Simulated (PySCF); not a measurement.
C₆H₁₄B₂OSi

Input

```
{"job": {"kind": "nmr", "xc": "PBE0", "basis": "pcSseg-1"}, "charge": 0, "multiplicity": 1}
B      0.841073    -3.160449     1.799425
O      0.661379    -2.166476     0.989935
B      0.460407    -1.158507     0.183423
C      1.609167    -0.211588    -0.172970
C      2.496040     0.560465    -0.466102
Si     3.853408     1.730670    -0.913825
C     -0.987090    -0.897106    -0.466434
C     -1.453454     0.562993    -0.373688
C     -2.791291     0.749101    -1.087172
C     -1.567119     0.992202     1.087479
H      1.160466    -4.212981     1.368700
H      0.678688    -3.003362     2.959087
H      5.023260     0.944780    -1.318178
H      3.398760     2.578245    -2.020103
H      4.162801     2.548407     0.263095
H     -1.739454    -1.540095    -0.002134
H     -0.947566    -1.174490    -1.523787
H     -0.703341     1.195668    -0.861463
H     -2.710774     0.470586    -2.135628
H     -3.558000     0.129128    -0.626032
H     -3.112708     1.787366    -1.033509
H     -2.281296     0.362141     1.614666
H     -1.903093     2.024602     1.160330
H     -0.601997     0.908465     1.582442
```

Launched as:

```sh
OMP_NUM_THREADS=1 python probes_run.py task.json out
```

Geometry: GFN2-xTB.

These are results of PBE0/pcSseg-1, SCF density, gas phase, non-relativistic in PySCF 2.14.0, not measurements.

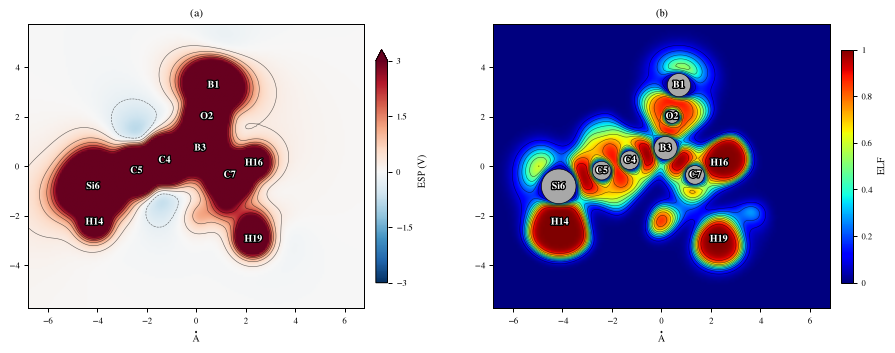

Figure 1. (a) electrostatic potential; (b) electron localisation function on the plane of atoms C4, B3 and C7. Grey discs cover the atomic cores in the ELF map.

Question: What do the fields say about this system?

Answer:
- The section cuts through B, O, C, Si and H sites.
- C–C (1.21 Å): the ELF peaks at about 0.85 between the atoms: a multiple bond.
- B–O (1.29 Å): the ELF peaks at about 0.90 between the atoms; a short, strongly polar bond.
- C–B (1.53 Å): the ELF peaks at about 1 between the atoms (localised, covalent bonding).
- C–Si (1.85 Å): the ELF peaks at about 0.95 between the atoms; a covalent bond.
- C–H (1.09 Å): the ELF climbs to about 1 towards the hydrogen, as it does in any bond to H (an ordinary covalent bond to hydrogen).
- Outside the dense part of the molecule the potential is most negative (−0.8 V) near C5.

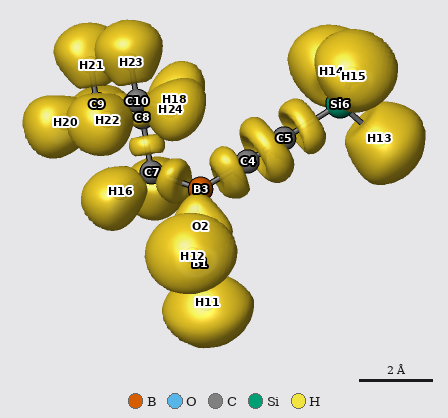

Figure 2. Isosurface of the electron localisation function at 0.75 (yellow), seen at a tilt. Core shells and regions of very low density are left out.

Question: Identify the bonds, lone pairs and shells in this picture.

Answer: The ELF exceeds this value in two regions between bonded B–C atoms (shared pairs), four regions between bonded C–C atoms (shared pairs), one region between bonded C–Si atoms (shared pairs), 14 regions around hydrogen nuclei and one region on O in which the atom's valence shell and bonds are merged.

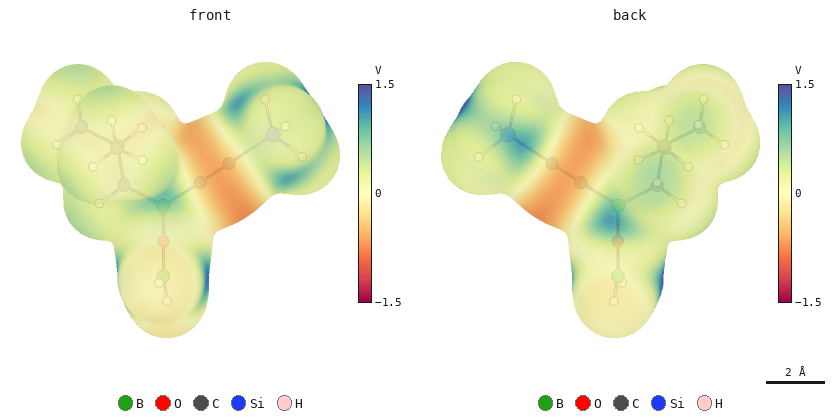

Figure 3. The molecular electrostatic potential painted on the density surface at 0.002 e/bohr³, seen from the front and from behind; red is negative and blue positive.

Question: Which sites attract a positive test charge, and which a negative one?

Answer: A positive charge is drawn to the negative regions and a negative charge to the positive ones. The most negative region (about −0.7 V, or −16 kcal/mol for a unit charge) lies over C4 and C5, the most positive (about +1.4 V, or +32 kcal/mol for a unit charge) over B1 and Si6.

Question: What dipole moment does the calculation give?

Answer: Its dipole moment is 0.75 D.
